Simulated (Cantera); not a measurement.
Input: 1 mol Nb, 9.8 mol O₂, 4 mol N₂, 16 mol H₂O, equilibrated at 19.0 Pa.

Cantera equilibrium calculation (NASA polynomials, part measured and part estimated; ideal gas, pure solids and liquids). Candidate condensed phases: H₂O, Nb, NbO, NbO₂, Nb₂O₅; 27 gas species. Condensed phases not in the tables: the oxides between NbO₂ and Nb₂O₅. Rates play no part.

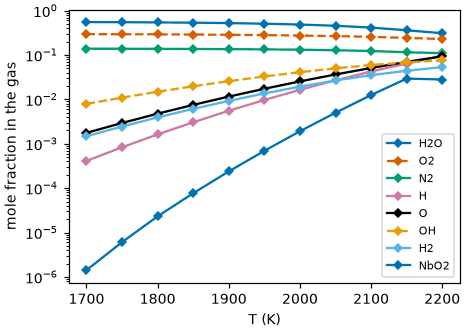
Equilibrium gas composition (values under 1e-9 drawn at 1e-9)

From 1700 K to 1750 K the condensed part is Nb₂O₅(s). From 1800 K to 2100 K the condensed part is Nb₂O₅(l). From 2150 K to 2200 K nothing is condensed. The main Nb-bearing gas is NbO₂ throughout.
